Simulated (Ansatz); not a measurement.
**OF (SMILES [O]F) at UPBE0/STO-3G**

What is the energy change on altering one bond length of OF at UPBE0/STO-3G? 

The results are computed with Ansatz 0.2.0.

43 further runs of the same task are left out: 6 that didn't finish, 37 set aside as unsound or not needed.

## Step 1: The system as given

OF: 2 atoms, total charge 0, spin state doublet. SMILES: `[O]F`. Geometry: relaxed at GFN2-xTB.

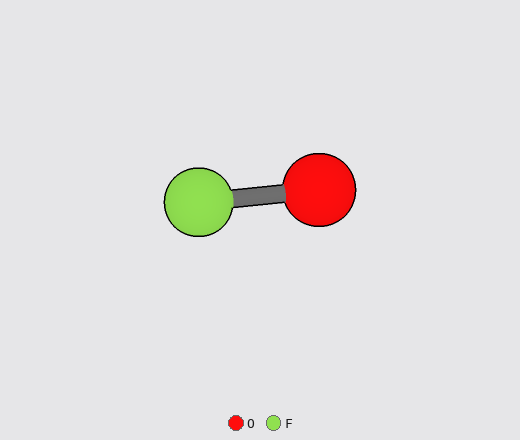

The structure, seen from a chosen angle (oxygen red, fluorine green).

## Step 2: A single-point energy at UPBE0/STO-3G

The input, molecule.yaml:

```yaml
crystal:
  periodic: [false, false, false]
  atoms:
    - {symbol: O, position_ang: [0.000000, 0.000000, 0.000000]}
    - {symbol: F, position_ang: [0.000000, 0.000000, 1.298450]}
basis:
  gaussian:
    orbitals: STO-3G
magnetization:
  spin_polarized: true
  initial_magnetization: 1
hamiltonian:
  xc: pbe0
accuracy: high
```

Command:

```sh
$ ansatz run molecule.yaml --threads 1 --pin off --max-ram 2610MiB --events-out events.jsonl --progress --plain --runs-dir runs
```

The program printed:

```text
Warning: RAYON_NUM_THREADS=1 ignored (pool sized by the plan → 1); use --threads N
Functional definition: PBE0
  name "PBE0"
  parameter a = 0.25
  parameter kappa = 0.804
  parameter beta = 0.06672455060314922
  exchange = (1 - a)*pbe_x(kappa = kappa, mu = beta*pi^2/3) + a*exact_x
  correlation = pbe_c(beta = beta)
149 factors; integrals over basis functions are off by at most 4.4e-8 eV
mean field evaluation 1: about -4687.5644 eV, gradient 1.3e1 eV
mean field evaluation 2: about -4687.0949 eV, gradient 1.6e1 eV
mean field evaluation 4: about -4688.7032 eV, gradient 5.4e-1 eV
mean field evaluation 8: about -4688.7142 eV, gradient 7.7e-3 eV
mean field evaluation 16: about -4688.7142 eV, gradient 3.9e-8 eV
mean field -4688.71417242 eV, -172.3070677118 hartree, gradient 3.9e-8 eV, S^2 0.750638; 0 other end points of the search recorded, 0 dependent functions left out
reference -4688.71417278 eV, -172.3070677252 hartree; 9, 8 occupied and 1, 2 virtual orbitals, 149 factors
Total energy: -4688.71417278 eV, -172.3070677252 hartree
```

It took 0.56 s on 1 thread of Arm Neoverse V1, shared host.

## Step 3: The distorted shape, same level

The input, in.yaml:

```yaml
crystal:
  periodic: [false, false, false]
  atoms:
    - {symbol: O, position_ang: [0.000000, 0.000000, -0.324650]}
    - {symbol: F, position_ang: [0.000000, 0.000000, 1.298450]}
basis:
  gaussian: {orbitals: STO-3G}
magnetization: {spin_polarized: true, initial_magnetization: 1}
hamiltonian: {xc: {name: PBE0}}
accuracy: high
```

Command:

```sh
$ ansatz run in.yaml --threads 1 --pin off --max-ram 2610MiB --events-out events.jsonl --progress --plain --runs-dir runs
```

The program printed (excerpt; [...] marks lines left out):

```text
Warning: RAYON_NUM_THREADS=1 ignored (pool sized by the plan → 1); use --threads N
[... 7 set-up lines as earlier in the session ...]
149 factors; integrals over basis functions are off by at most 4.4e-8 eV
mean field evaluation 1: about -4686.9404 eV, gradient 5.1e0 eV
mean field evaluation 2: about -4686.2804 eV, gradient 1.2e1 eV
mean field evaluation 4: about -4687.3423 eV, gradient 8.9e-1 eV
mean field evaluation 8: about -4687.3821 eV, gradient 1.2e-1 eV
mean field evaluation 16: about -4687.3823 eV, gradient 2.5e-6 eV
mean field -4687.38226031 eV, -172.2581208445 hartree, gradient 9.5e-9 eV, S^2 0.810850; 1 other end points of the search recorded, 0 dependent functions left out
reference -4687.38226069 eV, -172.2581208585 hartree; 9, 8 occupied and 1, 2 virtual orbitals, 149 factors
Total energy: -4687.38226069 eV, -172.2581208585 hartree
```

Wall time 0.6 s (1 thread of Arm Neoverse V1, shared host).

## Step 4: Results

Level: UPBE0/STO-3G.

```
                                                         quantity          value
                                        first shape: total energy  -172.30707 Eh
                                                first shape: ⟨S²⟩          0.751
                                    distorted shape: total energy  -172.25812 Eh
                                            distorted shape: ⟨S²⟩          0.811
energy change with the O1–F2 bond stretched from 1.298 to 1.623 Å       1.332 eV
```

With the O1–F2 bond stretched from 1.298 to 1.623 Å the energy rises by 1.33 eV (129 kJ/mol). The first shape isn't relaxed at this level, so the change isn't measured from a minimum. The minimal basis adds a large error of its own.
